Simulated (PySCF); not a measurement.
**MP2/def2-SVP run of CH6AlAs (SMILES C[AsH][AlH2])**

Aim: the vertical ionisation energy of CH6AlAs at MP2/def2-SVP, from 2 runs. 

The results are computed with PySCF 2.14.0.

## 1. The system as given

The species is CH6AlAs (9 atoms), meant as a singlet with charge 0. SMILES: `C[AsH][AlH2]`. Geometry: relaxed at PBE0-D4/def2-TZVP.

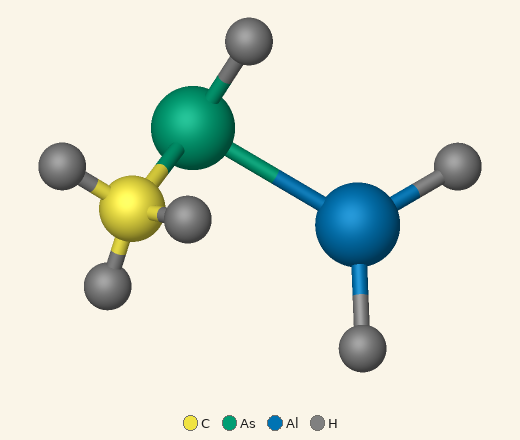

Viewed from a chosen angle; carbon yellow, arsenic teal, aluminium blue, hydrogen grey.

## 2. The energy at MP2/def2-SVP

Input file input.py:

```python
from pyscf import gto, mp

mol = gto.Mole()
mol.atom = [
    ('C', (-0.476000, 1.159700, -0.848800)),
    ('As', (0.508200, -0.554800, -1.021900)),
    ('Al', (0.155300, -1.450100, 1.201600)),
    ('H', (-0.278300, 1.758200, -1.737700)),
    ('H', (-1.541200, 0.931500, -0.812600)),
    ('H', (-0.203000, 1.727200, 0.038100)),
    ('H', (1.894100, -0.044000, -0.644900)),
    ('H', (1.212900, -2.461900, 1.818100)),
    ('H', (-1.183400, -1.112000, 1.991000)),
]
mol.basis = 'def2-svp'
mol.spin = 0
mol.max_memory = 1860
mol.verbose = 3
mol.build()

calc0 = mol.RHF()
calc0.conv_tol = 1e-10
calc0.kernel()
if not calc0.converged:
    calc0 = calc0.newton().run(calc0.mo_coeff, calc0.mo_occ)

pt = mp.MP2(calc0, frozen=15).run()
energy = pt.e_tot
print('E(%s) = %.9f' % ('MP2', energy))
```

Started as:

```console
OMP_NUM_THREADS=1 python input.py
```

Standard output:

```text
converged SCF energy = -2517.08602417909
E(RMP2) = -2517.5370529407  E_corr = -0.451028761611668
E(SCS-RMP2) = -2517.5325051763  E_corr = -0.446480997217485
E(MP2) = -2517.537052941
```

Wall time 3 s (1 thread of Intel Xeon Platinum 8259CL at 2.50GHz (Skylake/Cascade Lake), shared host); peak memory 0.23 GiB.

## 3. The doublet cation

Input file job.py:

```python
from pyscf import gto, scf, mp

molecule = gto.M(
    atom=[
    ('C', (-0.476000, 1.159700, -0.848800)),
    ('As', (0.508200, -0.554800, -1.021900)),
    ('Al', (0.155300, -1.450100, 1.201600)),
    ('H', (-0.278300, 1.758200, -1.737700)),
    ('H', (-1.541200, 0.931500, -0.812600)),
    ('H', (-0.203000, 1.727200, 0.038100)),
    ('H', (1.894100, -0.044000, -0.644900)),
    ('H', (1.212900, -2.461900, 1.818100)),
    ('H', (-1.183400, -1.112000, 1.991000)),
],
    max_memory=1860,
    verbose=3,
    spin=1,
    charge=1,
    basis='def2-svp',
)

myscf = scf.UHF(molecule)
myscf.conv_tol = 1e-10
myscf.kernel()
if not myscf.converged:
    myscf = myscf.newton().run(myscf.mo_coeff, myscf.mo_occ)

pt = mp.MP2(myscf, frozen=15).run()
e_tot = pt.e_tot
print(f'total energy: {e_tot:.8f} hartree')
```

Started as:

```console
OMP_NUM_THREADS=1 python job.py
```

Standard output:

```text
converged SCF energy = -2516.7996745559  <S^2> = 0.76459635  2S+1 = 2.0145435
E(UMP2) = -2517.22304227782  E_corr = -0.423367721921146
E(SCS-UMP2) = -2517.21939470004  E_corr = -0.419720144134977
total energy: -2517.22304228 hartree
```

Wall time 4.8 s (1 thread of Intel Xeon Platinum 8259CL at 2.50GHz (Skylake/Cascade Lake), shared host); peak memory 0.24 GiB.

## 4. Summary of results

Level: MP2/def2-SVP, 15 core orbitals frozen.

```
                                                                  quantity           value
                                             singlet CH6AlAs: total energy  -2517.53705 Eh
                     singlet CH6AlAs: dipole moment (Hartree–Fock density)          1.11 D
                      singlet CH6AlAs: HOMO energy (Hartree–Fock orbitals)        -8.87 eV
                      singlet CH6AlAs: LUMO energy (Hartree–Fock orbitals)         1.08 eV
                    singlet CH6AlAs: HOMO–LUMO gap (Hartree–Fock orbitals)         9.95 eV
             singlet CH6AlAs: correlation energy (15 core orbitals frozen)      -451.0 mEh
                                              doublet cation: total energy  -2517.22304 Eh
doublet cation: HOMO energy (Hartree–Fock orbitals) (highest over α and β)       -16.31 eV
 doublet cation: LUMO energy (Hartree–Fock orbitals) (lowest over α and β)        -6.80 eV
              doublet cation: correlation energy (15 core orbitals frozen)      -423.4 mEh
                         doublet cation: ⟨S²⟩ of the reference determinant           0.765
                        vertical ionisation energy (to the doublet cation)        8.545 eV
```

In words: Removing an electron at fixed nuclei costs 8.54 eV (197 kcal/mol). Mulliken charges (doublet cation) of the mean-field density run from -0.28 on C1 to +0.84 on Al3.
